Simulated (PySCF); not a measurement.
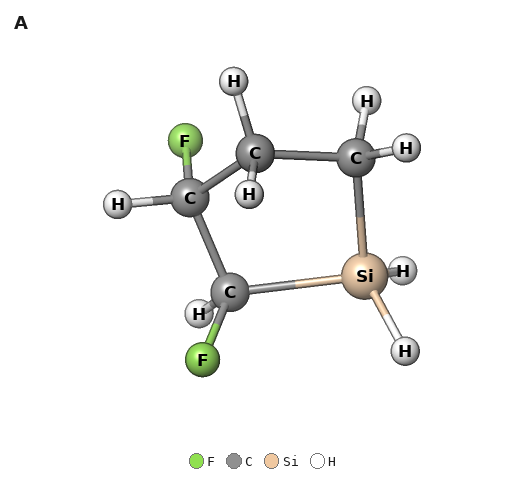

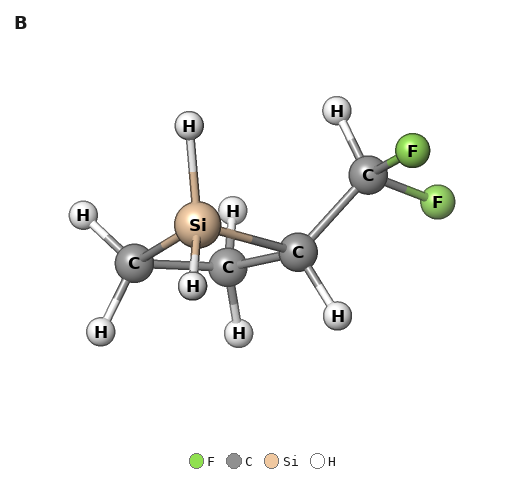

2 stationary structures of one formula. Geometries: GFN2-xTB. Electronic energies: PBE0/pcSseg-1 (PySCF 2.14.0), without zero-point energy. No frequency run is at hand to confirm each as a minimum. Each is one conformer, not always the lowest.

Are they conformers, stereoisomers or constitutional isomers?

They are constitutional isomers of C4H8F2Si: A `F[C@@H]1CC[SiH2][C@H]1F`, B `FC(F)[C@@H]1CC[SiH2]1`.

Rank them by energy, lowest first.

A is lowest; B lies 6.8 kcal/mol above it.

The geometry is semi-empirical. Around Si such bond lengths and angles can be off by a tenth of an ångström or more and by several degrees, and values that hang on the shape move with them.
